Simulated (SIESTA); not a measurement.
## Converging the cutoff of the real-space grid: YZnCuP₂ (P3m1, 5 atoms in the cell)

```xyz
5
Lattice="3.9753 0.0000 0.0000 -1.9876 3.4427 0.0000 0.0000 0.0000 6.5642" Properties=species:S:1:pos:R:3 pbc="T T T"
Y      0.0000     2.2951     6.5127
Zn     0.0000     0.0000     2.4715
Cu     1.9876     1.1476     4.1979
P      1.9876     1.1476     1.6850
P      0.0000     0.0000     4.8755
```

Method of the run: LDA PW92, numerical atomic orbitals DZP, PseudoDojo LDA standard norm-conserving potentials (rewritten from UPF to PSML) (SIESTA).

Base settings: XC.functional = LDA; XC.authors = PW92; potentials = PseudoDojo LDA standard; PAO.BasisSize = DZP; PAO.EnergyShift = 0.01 Ry; MeshCutoff = 400 Ry; kgrid.MonkhorstPack = 3 3 2; OccupationFunction = MP; OccupationMPOrder = 0; ElectronicTemperature = 100 meV.

The mesh stays at the base's, so the ladder's end is converged at best in this setting alone.

Only quantities that move along the ladder and can be compared are tabulated; the gap is left out on so coarse a mesh.

The starting cell comes from a database of computed structures (which also holds hypothetical and non-ambient phases and stackings), without a prior relaxation at this level. Its lattice was rescaled by up to half a per cent. One atom was moved a little off its site on purpose. Spin polarisation is off. Values carry the incompleteness of an atom-centred basis. In the base run, with a pressure of about -8 GPa the cell is away from its equilibrium volume at this level.

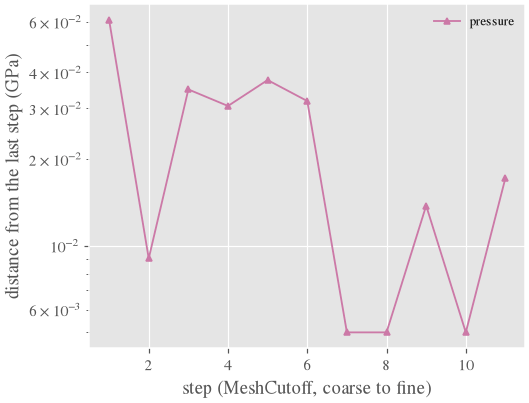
Figure: Distance from the last step along the ladder; very small values are drawn at a floor.

| MeshCutoff | pressure (GPa) | largest difference of a force vector from the last step's (eV/Å) |
|---|---|---|
| 140 Ry (148 Ry used) | -7.63 | 0.033 |
| 160 Ry (160 Ry used) | -7.56 | 0.045 |
| 180 Ry (187 Ry used) | -7.60 | 0.005 |
| 200 Ry (210 Ry used) | -7.54 | 0.007 |
| 220 Ry (231 Ry used) | -7.53 | 0.007 |
| 280 Ry (302 Ry used) | -7.60 | 0.005 |
| 360 Ry (373 Ry used) | -7.57 | 0.004 |
| 400 Ry (411 Ry used) | -7.57 | 0.004 |
| 480 Ry (520 Ry used) | -7.58 | 0.004 |
| 600 Ry (641 Ry used) | -7.57 | 0.003 |
| 800 Ry (839 Ry used) | -7.55 | 0.004 |
| 960 Ry (1051 Ry used) | -7.57 | 0.000 |

Coarsest MeshCutoff that holds the pressure within 0.05 GPa of the last step, with all finer ones: 160 Ry (160 Ry used); the step before is off by 0.06 GPa.

Coarsest MeshCutoff that holds the forces within 0.01 eV/Å of the last step, with all finer ones: 180 Ry (187 Ry used); the step before is off by 0.045 eV/Å.
